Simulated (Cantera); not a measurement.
Input: 1 mol C₂F₆, 0.02 mol Si, a varied amount of H₂, equilibrated at 1200 °C and 80.0 mbar.

These are equilibrium values from Cantera (NASA tables, ideal gas, pure condensed phases), not measurements of a reactor. Candidate condensed phases: C, C₆H₆, C₇H₈, C₈H₁₈, Si, SiC; 113 gas species. The feed counts by its element totals alone. Gases not in the tables: C₂F₆ and larger saturated fluorocarbons. The numbers say what is thermodynamically allowed, not how fast it happens.

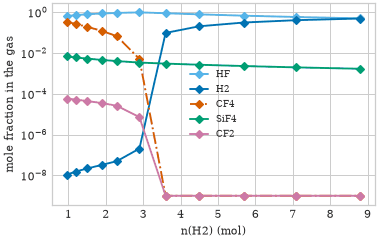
Equilibrium gas composition (values under 1e-9 drawn at 1e-9)

Problem. Read off the mole fractions at 1.9 mol H₂.

Solution. HF about 0.87, CF₄ about 0.12, SiF₄ about 0.0046, CF₂ about 3.5e-5, H₂ about 3.3e-8.
